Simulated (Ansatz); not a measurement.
# TiC, relaxed, part 2 of 2

Wanted: the geometry at rest of TiC (a database entry, slightly rescaled), relaxing cell and atoms at 5 GPa, and its electronic structure there.

Ansatz 0.2.0; DFT, PBE, no spin polarisation, plane waves, PAW. Relaxing cell and atoms at 5 GPa.

## 3. The log goes on

The log, continued:

```text
iter 4 did not close the SCF: its close was put off for the readings that it lacked (scf_convergence_deferred on its scf_iter line)
SCF iter   4: F=-2752.270070 eV  HF=-2752.270070 eV  |F-HF|=5.82e-11  |Δ(HF+E_count)|=  2.07e-10  Δρ=9.51e-7  dr2=6.59e-11  ethr=1.93e-11  ⟨swp⟩=2.3  Hψ=735  notcnv=0
iter 5 did not close the SCF: its close was put off for the readings that it lacked (scf_convergence_deferred on its scf_iter line)
SCF iter   5: F=-2752.270070 eV  HF=-2752.270070 eV  |F-HF|=0.00e0  |Δ(HF+E_count)|=  7.09e-11  Δρ=5.85e-8  dr2=1.32e-13  ethr=1.00e-12  ⟨swp⟩=2.0  Hψ=762  notcnv=0
SCF iter   6: F=-2752.270070 eV  HF=-2752.270070 eV  |F-HF|=0.00e0  |Δ(HF+E_count)|=  4.55e-13  Δρ=1.35e-8  dr2=2.01e-14  ethr=1.00e-12  ⟨swp⟩=3.0  Hψ=1847  notcnv=0
SCF 5 converged in 6 iterations: F = -2752.270070 eV  dr2 = 2.01e-14
relax step   5: F+E_penalty+E_count = -2752.27007009 eV  Δ(F+E_penalty+E_count) = +2.893e-4 eV  max|allowed force component| = 2.202e-30 eV/Å  Δτ_max = 0.0000 Å  P = +4.999 GPa  Ω = 19.965 Å³  energy of the carried Pulay correction = +6.183e-3 eV  (6 SCF iters, accepted)
Initial wavefunctions: pseudopotential atomic-orbital guess (no wavefunctions were taken with the density)
iter 1 solved again at ethr=5.56e-8 eV; its pass at ethr=3.10e-3 eV (dr2=8.89e-6 eV) is discarded
SCF iter   1: F=—  HF=-2752.266609 eV  |F-HF|=—  |Δ(HF+E_count)|=         —  Δρ=5.37e-4  dr2=8.89e-6  ethr=5.56e-8  ⟨swp⟩=2.0  Hψ=3979  notcnv=0
SCF iter   2: F=—  HF=-2752.266621 eV  |F-HF|=—  |Δ(HF+E_count)|=   1.23e-5  Δρ=2.63e-4  dr2=1.68e-6  ethr=5.55e-8  ⟨swp⟩=2.5  Hψ=752  notcnv=0
SCF iter   3: F=—  HF=-2752.266626 eV  |F-HF|=—  |Δ(HF+E_count)|=   5.05e-6  Δρ=2.58e-5  dr2=2.05e-8  ethr=1.05e-8  ⟨swp⟩=2.9  Hψ=937  notcnv=0
SCF iter   4: F=—  HF=-2752.266626 eV  |F-HF|=—  |Δ(HF+E_count)|=   5.08e-8  Δρ=2.96e-6  dr2=1.12e-9  ethr=1.28e-10  ⟨swp⟩=2.6  Hψ=878  notcnv=0
SCF iter   5: F=—  HF=-2752.266626 eV  |F-HF|=—  |Δ(HF+E_count)|=  3.43e-10  Δρ=5.56e-7  dr2=3.09e-11  ethr=6.99e-12  ⟨swp⟩=2.1  Hψ=905  notcnv=0
SCF iter   6: F=-2752.266626 eV  HF=-2752.266626 eV  |F-HF|=4.55e-13  |Δ(HF+E_count)|=  1.32e-11  Δρ=5.53e-8  dr2=2.52e-13  ethr=1.00e-12  ⟨swp⟩=4.7  Hψ=1938  notcnv=0
SCF 6 converged in 6 iterations: F = -2752.266626 eV  dr2 = 2.52e-13
relax step   6: F+E_penalty+E_count = -2752.26662597 eV  Δ(F+E_penalty+E_count) = +3.444e-3 eV  max|allowed force component| = 2.662e-30 eV/Å  Δτ_max = 0.0000 Å  P = +4.840 GPa  Ω = 19.965 Å³  stress off target by 1.60e-1 GPa  SCF on the basis re-selected at this cell (its energy is not comparable with the rows above)  (6 SCF iters)
basis re-selected at this cell: Δ(F+E_penalty+E_count) = +3.444e-3 eV, ΔP = -0.159 GPa vs the last step (what re-selecting the basis moved, of the pressure what is left beyond the Pulay correction that the steps carried, after the strain that the cell walked since its last selection, with what the two solves' SCF thresholds leave and, on support functions, any second-order correction that the steps lacked; it is no measure of the basis error at this ecutwfc). This SCF's stress stands 1.60e-1 GPa from its target on what of the cell is left free (relax.cell.stress_tol is 5.00e-2 GPa) and its largest allowed force component is 2.66e-30 eV/Å (relax.f_tol is 3.00e-2 eV/Å): not within both, so this SCF does not close the relaxation
Crystal: 2 atoms, lattice volume = 19.953 Å³
iter 1 solved again at ethr=3.63e-8 eV; its pass at ethr=3.10e-3 eV (dr2=5.81e-6 eV) is discarded
SCF iter   1: F=—  HF=-2752.266284 eV  |F-HF|=—  |Δ(HF+E_count)|=         —  Δρ=1.38e-4  dr2=4.90e-6  ethr=3.63e-8  ⟨swp⟩=1.0  Hψ=3256  notcnv=0
preconditioner: auto → none  [metal: Δε(μ)=0.110 eV  Ē_g=7.997 eV  σ=0.046 eV  W_gap=0.46  n_scr=8 (ndim 8)  ℏωp=23.5 eV  f_vac=0.000  D(μ)=0.29/eV (n_scr^D=0)]
SCF iter   2: F=—  HF=-2752.266283 eV  |F-HF|=—  |Δ(HF+E_count)|=   6.13e-7  Δρ=5.05e-5  dr2=6.84e-7  ethr=3.06e-8  ⟨swp⟩=1.8  Hψ=620  notcnv=0
iter 3 did not close the SCF: its close was put off for the readings that it lacked (scf_convergence_deferred on its scf_iter line)
SCF iter   3: F=-2752.266283 eV  HF=-2752.266283 eV  |F-HF|=2.14e-9  |Δ(HF+E_count)|=   1.28e-7  Δρ=4.56e-6  dr2=4.18e-9  ethr=4.27e-9  ⟨swp⟩=2.0  Hψ=637  notcnv=0
iter 4 did not close the SCF: its close was put off for the readings that it lacked (scf_convergence_deferred on its scf_iter line)
SCF iter   4: F=-2752.266283 eV  HF=-2752.266283 eV  |F-HF|=8.96e-11  |Δ(HF+E_count)|=  4.92e-10  Δρ=1.18e-6  dr2=9.40e-11  ethr=2.61e-11  ⟨swp⟩=2.3  Hψ=731  notcnv=0
iter 5 did not close the SCF: its close was put off for the readings that it lacked (scf_convergence_deferred on its scf_iter line)
SCF iter   5: F=-2752.266283 eV  HF=-2752.266283 eV  |F-HF|=0.00e0  |Δ(HF+E_count)|=  1.04e-10  Δρ=7.90e-8  dr2=4.26e-13  ethr=1.00e-12  ⟨swp⟩=2.0  Hψ=892  notcnv=0
SCF iter   6: F=-2752.266283 eV  HF=-2752.266283 eV  |F-HF|=4.55e-13  |Δ(HF+E_count)|=    0.00e0  Δρ=2.87e-8  dr2=1.17e-13  ethr=1.00e-12  ⟨swp⟩=3.1  Hψ=1884  notcnv=0
SCF 7 converged in 6 iterations: F = -2752.266283 eV  dr2 = 1.17e-13
relax step   7: F+E_penalty+E_count = -2752.26628315 eV  Δ(F+E_penalty+E_count) = +3.428e-4 eV  max|allowed force component| = 2.268e-30 eV/Å  Δτ_max = 0.0000 Å  P = +5.001 GPa  Ω = 19.953 Å³  energy of the carried Pulay correction = +2.024e-5 eV  (6 SCF iters, accepted)
iter 1 solved again at ethr=6.09e-10 eV; its pass at ethr=3.10e-3 eV (dr2=9.74e-8 eV) is discarded
SCF iter   1: F=—  HF=-2752.266283 eV  |F-HF|=—  |Δ(HF+E_count)|=         —  Δρ=5.95e-8  dr2=2.08e-13  ethr=6.09e-10  ⟨swp⟩=3.0  Hψ=4403  notcnv=0
eigensolver tolerance schedule: the retry pair's looser diagonalisation over-reported the residual by 468976.12 of it (diagonalisation noise at 0.10 of the residual, at the tolerance the schedule requests for it); recorded, not acted on — ethr = c·dr2/N_el stays at c = 1.0e-1
preconditioner: auto → none  [metal: Δε(μ)=0.110 eV  Ē_g=7.996 eV  σ=0.046 eV  W_gap=0.46  n_scr=8 (ndim 8)  ℏωp=23.5 eV  f_vac=0.000  D(μ)=0.29/eV (n_scr^D=0)]
iter 2 did not close the SCF: its close was put off for the readings that it lacked (scf_convergence_deferred on its scf_iter line)
SCF iter   2: F=-2752.266283 eV  HF=-2752.266283 eV  |F-HF|=0.00e0  |Δ(HF+E_count)|=   1.91e-7  Δρ=3.89e-8  dr2=1.86e-13  ethr=1.00e-12  ⟨swp⟩=2.6  Hψ=903  notcnv=0
iter 3 did not close the SCF: its close was put off for the readings that it lacked (scf_convergence_deferred on its scf_iter line)
SCF iter   3: F=-2752.266283 eV  HF=-2752.266283 eV  |F-HF|=0.00e0  |Δ(HF+E_count)|=  9.09e-13  Δρ=2.85e-8  dr2=9.88e-14  ethr=1.00e-12  ⟨swp⟩=1.0  Hψ=564  notcnv=0
iter 4 did not close the SCF: its close was put off for the readings that it lacked (scf_convergence_deferred on its scf_iter line)
SCF iter   4: F=-2752.266283 eV  HF=-2752.266283 eV  |F-HF|=0.00e0  |Δ(HF+E_count)|=  4.55e-13  Δρ=1.15e-8  dr2=2.60e-14  ethr=1.00e-12  ⟨swp⟩=1.0  Hψ=564  notcnv=0
iter 5 did not close the SCF: its close was put off for the readings that it lacked (scf_convergence_deferred on its scf_iter line)
SCF iter   5: F=-2752.266283 eV  HF=-2752.266283 eV  |F-HF|=4.55e-13  |Δ(HF+E_count)|=  4.55e-13  Δρ=1.28e-9  dr2=2.31e-16  ethr=1.00e-12  ⟨swp⟩=1.0  Hψ=564  notcnv=0
SCF iter   6: F=-2752.266283 eV  HF=-2752.266283 eV  |F-HF|=4.55e-13  |Δ(HF+E_count)|=  4.55e-13  Δρ=2.56e-9  dr2=1.39e-15  ethr=1.00e-12  ⟨swp⟩=1.9  Hψ=1401  notcnv=0
SCF 8 converged in 6 iterations: F = -2752.266283 eV  dr2 = 1.39e-15
relax step   8: F+E_penalty+E_count = -2752.26628315 eV  Δ(F+E_penalty+E_count) = -4.547e-13 eV  max|allowed force component| = 2.136e-30 eV/Å  Δτ_max = 0.0000 Å  P = +5.000 GPa  Ω = 19.953 Å³  stress off target by 3.90e-4 GPa  SCF on the basis re-selected at this cell (its energy is not comparable with the rows above)  (6 SCF iters)
basis re-selected at this cell: Δ(F+E_penalty+E_count) = -4.547e-13 eV, ΔP = -0.001 GPa vs the last step (what re-selecting the basis moved, of the pressure what is left beyond the Pulay correction that the steps carried, after the strain that the cell walked since its last selection, with what the two solves' SCF thresholds leave and, on support functions, any second-order correction that the steps lacked; it is no measure of the basis error at this ecutwfc). This SCF's stress stands 3.90e-4 GPa from its target on what of the cell is left free (relax.cell.stress_tol is 5.00e-2 GPa) and its largest allowed force component is 2.14e-30 eV/Å (relax.f_tol is 3.00e-2 eV/Å): within both
SCF converged after 6 iterations
Free energy (F): -2752.266283 eV
Harris-Foulkes:  -2752.266283 eV  (|F-HF|=4.55e-13)
Internal energy: -2752.264199 eV  (E = F + TS)
E sigma→0 (E₀):  -2752.265241 eV
Entropy (-TS):   -0.002084 eV (-1.042 meV/atom)
Fermi energy:    15.054303 eV
--- Per-component energies (eV) ---
  E_band       = -105.865079
  E_kinetic    = 363.474715
  E_local      = -764.559253  (includes V_loc(G=0)·N_el)
  E_nonlocal   = 32.037072
  E_hartree    = 311.569752
  E_xc         = -147.753888
  E_vxc        = -184.550057  (∫ρ·V_xc dr)
  E_paw        = -1145.367811  (= ΣΔE_a)
  E_vpaw       = -175.407213  (= ΣTr[D̂ρ^β])
  E_aug_tail   = 0.000152  (compensation charges beyond the density's cutoff)
  E_ewald      = -1401.664938
  E_smearing   = -0.002084  (= −TS)
  E_closure    = 0.000000  (closes the sum)
  Σ components = -2752.266283   (vs F -2752.266283, Δ=0.00e0)
--- Forces (eV/Å), atoms counted from 1 ---
  atom   1  Ti    -0.00000000    -0.00000000     0.00000000
  atom   2  C      0.00000000    -0.00000000    -0.00000000
  max |Σ_I F_I| component: 2.04e-30 eV/Å
--- Stress (GPa, compression-positive) ---
        4.999610      -0.000000      -0.000000
        0.000000       4.999610      -0.000000
       -0.000000      -0.000000       4.999610
  P = ⅓ Tr σ = 4.9996 GPa (49.996 kbar)
--- Band table (eV; the first three rows and the last of 47) ---
  k-point 0: bands = ["-41.4908", "-17.5160", "-17.5160", "-17.5160", "2.5222", "15.7088", "15.7088", "15.7088", "16.7047", "16.7047", "16.7047", "16.7669"]
  k-point 1: bands = ["-41.4833", "-17.5688", "-17.5208", "-17.5208", "2.7527", "14.7456", "15.0413", "15.0413", "16.0621", "16.0621", "17.1667", "18.4125"]
  k-point 2: bands = ["-41.4635", "-17.7053", "-17.5336", "-17.5336", "3.4070", "13.1059", "13.7940", "13.7940", "16.4998", "16.4998", "17.6553", "20.1481"]
  k-point 46: bands = ["-41.3847", "-17.8847", "-17.7960", "-17.7035", "5.3673", "11.6884", "12.0478", "12.4596", "17.2924", "18.2653", "18.6252", "19.9320"]
--- Relaxed structure (6 steps of the walk, 6 accepted, 2 SCFs on fresh bases) ---
  F+E_penalty+E_count = -2752.26628315 eV   max|allowed force component| = 2.136e-30 eV/Å   (the final SCF, on the basis selected at the relaxed cell)
  cell:  # Å, volume = 19.9528 Å³
    - [-4.546026779436157e-34, 2.1527384096307296, 2.1527384096307296]
    - [2.1527384096307296, 4.065345976335778e-35, 2.1527384096307296]
    - [2.1527384096307296, 2.1527384096307296, -1.3449990825114042e-34]
  atoms:
    - { symbol: Ti, position: [6.970136851229356e-36, -2.439547897929858e-35, -5.924616323544279e-35] }
    - { symbol: C, position: [0.5, 0.5, 0.5] }
--- Löwdin populations: 2 sites ---
  site symbol       q [e]
     0     Ti     11.1700
     1      C      4.7817
  spilling = 0.003022 (of n_electrons = 16.000000)
--- Bader charges: 2 sites ---
  site symbol  charge [e]  shift [e]
     0     Ti      1.6896     0.0008
     1      C     -1.6896     0.0008
  estimated error of the sums over rays = 9.0e-4 e
```

Run time: 10 s. Hardware: 2 threads of Arm Neoverse V1, shared host; peak memory 0.31 GiB.

The steps of the relaxation:

```
step  energy from step 1 (eV/cell)  largest force component (eV/Å)  pressure (GPa)  volume (Å³)
   1                        0.0000                          0.0000          -31.54        24.42
   2                       -0.4550                          0.0000           -7.55        21.02
   3                       -0.4497                          0.0000           10.27        19.59
   4                       -0.4670                          0.0000            4.87        19.97
   5                       -0.4667                          0.0000            5.00        19.96
   6                       -0.4633                          0.0000            4.84        19.96
   7                       -0.4629                          0.0000            5.00        19.95
   8                       -0.4629                          0.0000            5.00        19.95
```

Step 1 is the start. Steps 6, 8 repeat the geometry before on a plane-wave basis chosen anew for that cell, so the energy can jump there without any move; the table keeps such jumps.

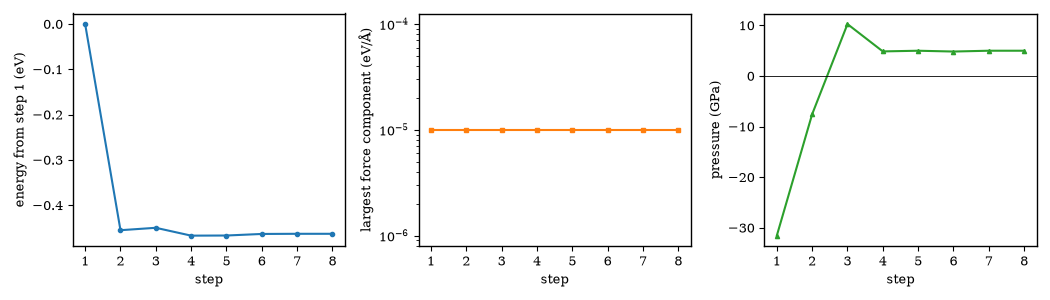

How energy and force, and the pressure, went from step to step.

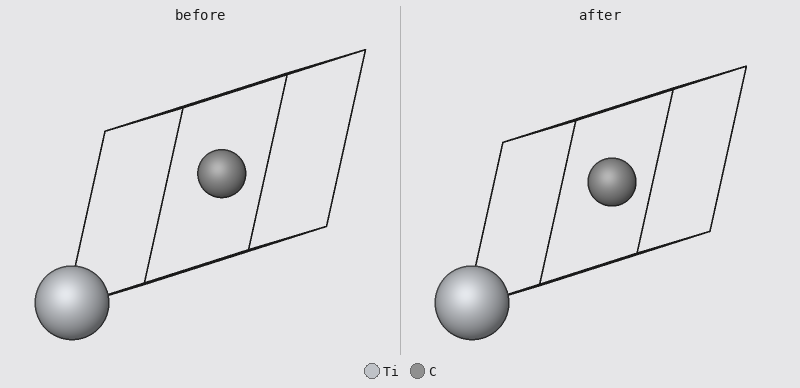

Before and after, at one scale. Each atom of the cell is drawn once.

| input's cell | before | after | change |
| --- | --- | --- | --- |
| a (Å) | 3.256 | 3.044 | -6.5 % |
| b (Å) | 3.256 | 3.044 | -6.5 % |
| c (Å) | 3.256 | 3.044 | -6.5 % |
| volume (Å³/atom) | 12.21 | 9.98 | -18.3 % |

At a target of 5 GPa the walk lowers the enthalpy E + PV, so the energy alone may rise.

## 4. States by energy

States per cell by energy window, from dos.tsv and pdos.tsv (tetrahedra; eV from the Fermi level):

```csv
from,to,total,C p,Ti d
-6.0,-5.0,0.19,0.09,0.06
-5.0,-4.0,0.92,0.49,0.29
-4.0,-3.0,1.17,0.72,0.35
-3.0,-2.0,2.38,1.18,1.13
-2.0,-1.0,0.99,0.49,0.48
-1.0,0.0,0.35,0.19,0.15
0.0,1.0,0.43,0.14,0.27
```

The bands computed are complete only to about 1.7 eV above the Fermi level.

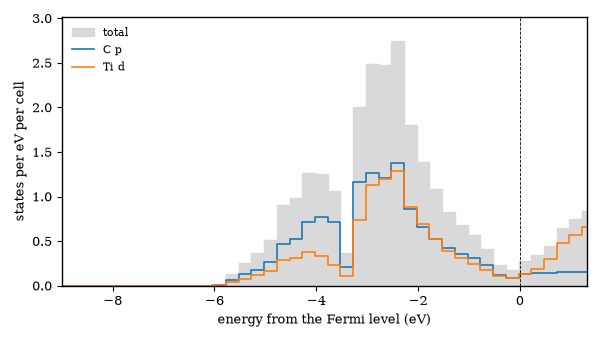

Total and projected density of states, in bins of 0.25 eV.

## 5. Atomic charges

By element, from the tables in the log (a charge is positive for electrons lost): Löwdin charges also hold the electrons that the projection spills.

| element | atoms | Bader charge (e) | Bader volume (Å³) | Löwdin charge (e) |
| --- | --- | --- | --- | --- |
| Ti | 1 | +1.69 | 7.9 | +0.83 |
| C | 1 | -1.69 | 12.0 | -0.78 |

## 6. Real-space fields

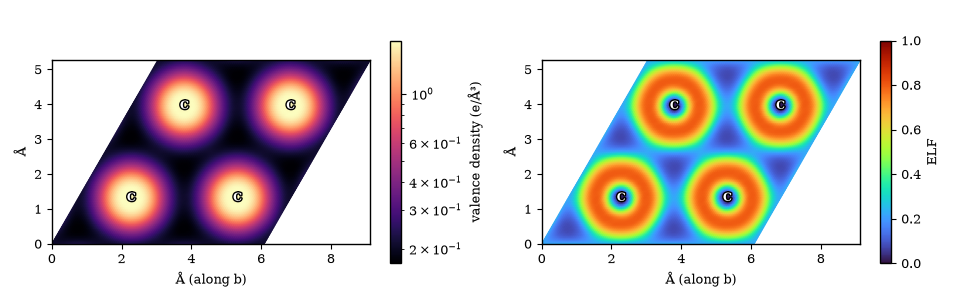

Valence density (left, log scale) and ELF (right) in the plane spanned by b and c at height 0.500 along a (axes of the input's cell); atoms within 0.2 Å are lettered, 2×2 cells. Near the nuclei they are pseudo-fields.

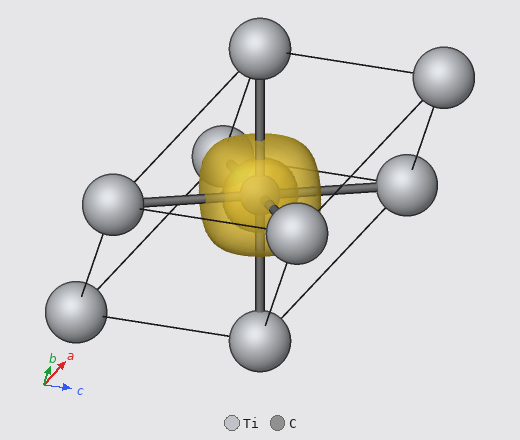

Surface of ELF = 0.72 in one cell.

## 7. Outcome

What follows sums up all 2 parts.

```
                                                 quantity                                                                      value
                                                    moves                                                                          5
                                             largest move                                                                     0.00 Å
                     space group (0.01 Å), before / after                                                              Fm-3m / Fm-3m
                                                     cell  a = 3.044 Å, b = 3.044 Å, c = 3.044 Å, α = 60.00°, β = 60.00°, γ = 60.00°
                                                   volume                                                     9.98 Å³/atom (-18.3 %)
                                      pressure at the end                                                                   5.00 GPa
                                                character                                                                      metal
density of states, mean within 0.25 eV of the Fermi level                                                       0.23 per eV per cell
                                            Bader charges                                                        Ti +1.69, C -1.69 e
```

The volume shrank by 18.3 %, and the atoms end where they began within the cell. The run held to 48 symmetry operations, so a lower structure without them is not ruled out. The cell is metallic; within 0.25 eV of the Fermi level the density of states averages 0.23 per eV per cell, mostly Ti d (52 %) and C p (45 %). Ti loses most charge (+1.69 e on average) and C gains most (-1.69 e).
